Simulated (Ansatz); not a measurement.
# Calculations on C₂H₇Al

Part 1: Relaxation

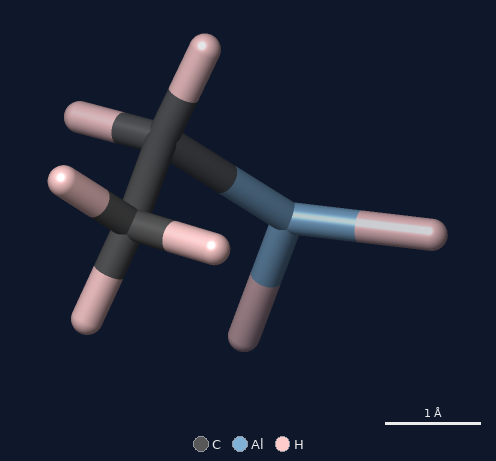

C$_{2}$H$_{7}$Al, before the relaxation. A stick model, seen from a free direction.

The run prepares an end point of a later path (torsion) calculation, from a guessed geometry.

Computed with RKS B3LYP-D4/def2-SVP (Ansatz 0.2.0).

Input file:
```yaml
crystal:
  periodic: [false, false, false]
  atoms:
    - { symbol: C, position_ang: [-0.952, 0.326, -0.6072] }
    - { symbol: C, position_ang: [-0.128, -0.7686, -0.1123] }
    - { symbol: Al, position_ang: [1.4122, -0.0711, 0.9048] }
    - { symbol: H, position_ang: [-1.7853, -0.0368, -1.1882] }
    - { symbol: H, position_ang: [-0.4174, 1.0264, -1.3128] }
    - { symbol: H, position_ang: [-1.393, 0.9816, 0.2319] }
    - { symbol: H, position_ang: [0.2772, -1.3581, -0.9672] }
    - { symbol: H, position_ang: [-0.681, -1.4108, 0.5452] }
    - { symbol: H, position_ang: [1.157, 0.5878, 2.3926] }
    - { symbol: H, position_ang: [2.5933, 0.6724, 0.116] }
basis:
  gaussian: { orbitals: def2-SVP }
hamiltonian:
  xc: b3lyp
  dispersion: d4
relax:
  f_tol: 0.015
  max_steps: 40
output:
  orbitals: {}
```

Launched with:
```bash
ansatz run input.yaml --threads 1 --pin off --max-ram 2048MiB --backend cpu --events-out ev --progress --plain --runs-dir out
```

> Where does the relaxation end?

Over 5 geometry steps the energy falls by 38.8 kJ/mol. Largest force component: 3.3 eV/Å at the start, 0.01 eV/Å at the end. The atom that moves furthest after the best rigid fit is H9 (0.24 Å). By element the largest moves are H 0.24 Å, Al 0.19 Å, C 0.12 Å. Some distances before and after: C1–C2 1.457 → 1.544 Å, Al3–H9 1.647 → 1.591 Å, C1–H6 1.153 → 1.104 Å, C2–H8 1.073 → 1.105 Å. Among the angles between lasting bonds that change: H9–Al3–H10 111.9° → 118.7°, H7–C2–H8 109.9° → 105.9°, C1–C2–Al3 110.6° → 113.5°.

History of the run:

| step | E − E(0), kJ/mol | largest force component, eV/Å |
| --- | --- | --- |
| 0 | 0.00 | 3.2559 |
| 1 | -32.65 | 1.2186 |
| 2 | -37.66 | 0.2029 |
| 3 | -38.37 | 0.0964 |
| 4 | -38.79 | 0.0789 |
| 5 | -38.83 | 0.0104 |

Final geometry:

```xyz
10

C    -1.0516    0.3597   -0.6739
C    -0.0793   -0.6851   -0.0835
Al    1.4184    0.1137    0.9219
H    -1.8769   -0.1148   -1.2317
H    -0.5470    1.0449   -1.3768
H    -1.5162    0.9830    0.1097
H     0.3242   -1.3116   -0.9001
H    -0.6379   -1.3721    0.5784
H     1.2862    0.4043    2.4806
H     2.7630    0.5268    0.1783
```

The end point in the same view:

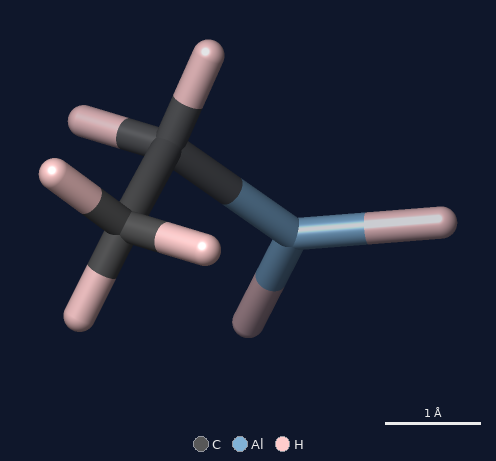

Part 2: Relaxation

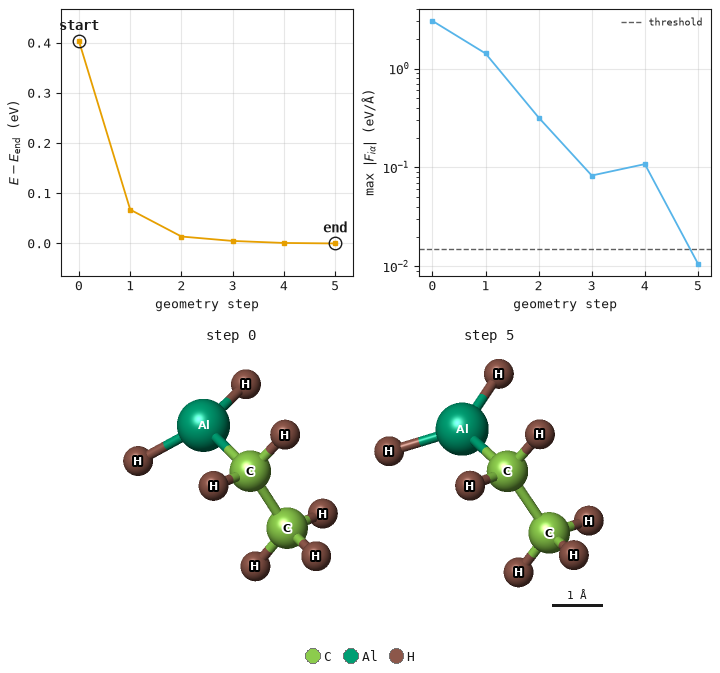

First and last geometry of a relaxation of C2H7Al, with the history of the run. A ball-and-stick model, seen from a free direction.

The run prepares an end point of a later path (torsion) calculation, from a guessed geometry.

All numbers below come from RKS B3LYP-D4/def2-SVP in Ansatz. Settings: no spin polarisation; force threshold 0.015 eV/Å; at most 40 steps.

> Read the history and describe the run.

It converged. The largest move after the best rigid fit is that of an H atom, 0.26 Å. Largest moves by element: H 0.26 Å, Al 0.18 Å, C 0.13 Å. Some distances before and after: C–C 1.457 → 1.544 Å, Al–H 1.647 → 1.591 Å, C–H 1.153 → 1.104 Å, C–H 1.073 → 1.105 Å. Bond angles that change, for instance: H–Al–H 111.9° → 118.7°, H–C–H 109.9° → 105.9°, H–C–H 103.8° → 107.1°. After 5 geometry steps the energy has fallen by 0.403 eV. Largest force component: 3 eV/Å at the start, 0.011 eV/Å at the end. The run took 10 s on 1 thread of Intel(R) Xeon(R) 6975P-C (Granite Rapids), with other jobs on the host, peak memory 0.25 GiB.

Part 3: Path

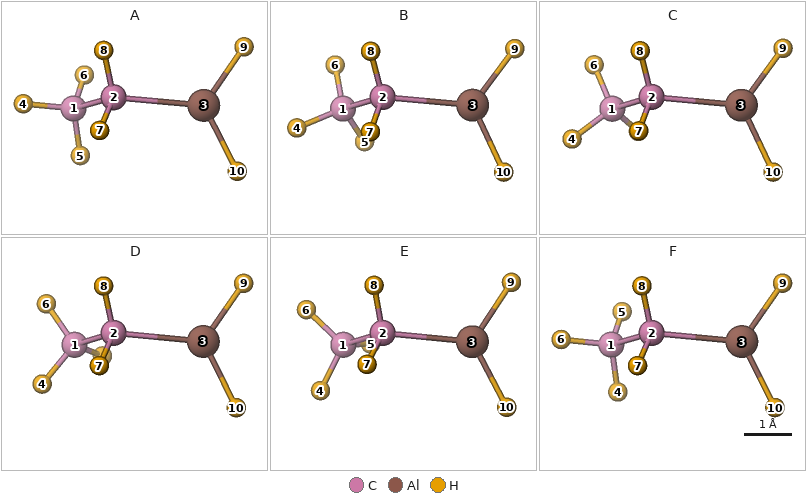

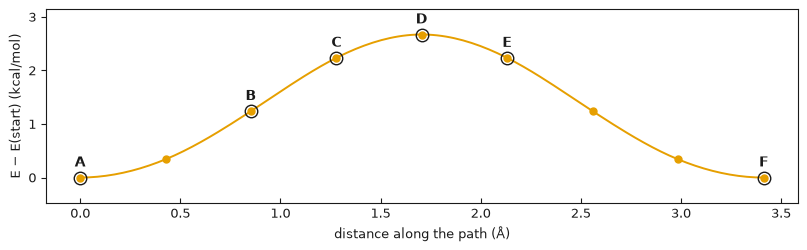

NEB run on C₂H₇Al. Images are numbered from 0 (start) to 8 (end). Frames A to F are images 0, 2, 3, 4, 5, 8. The picture is a ball-and-stick view, seen at a tilt.

The calculation used Ansatz 0.2.0, RKS B3LYP-D4/def2-SVP. Run with 7 movable images; climbing image; force threshold 0.05 eV/Å; iteration limit 60; starting path by image-dependent pair potential.

Question: Describe the mechanism and the energy profile.

Answer: The motion is a rotation about the C1–C2 bond by about 120°. No bond forms or breaks between the ends. Bond angles that change up to the highest image, for instance: C2–C1–H5 112.1° → 114.5°. The barrier is about 2.67 kcal/mol in both directions, with image 4 at the top; the ends have the same energy. The band converged in 5 iterations. The largest component of the band force went from 0.61 to 0.036 eV/Å. The climbing image converged on the top of the path. Its vibrational analysis gives 2 imaginary modes over 30i cm⁻¹, so it isn't confirmed as a transition state.

The run took 70 s on 1 thread of Intel(R) Xeon(R) 6975P-C (Granite Rapids) (shared host), peak memory 0.25 GiB.
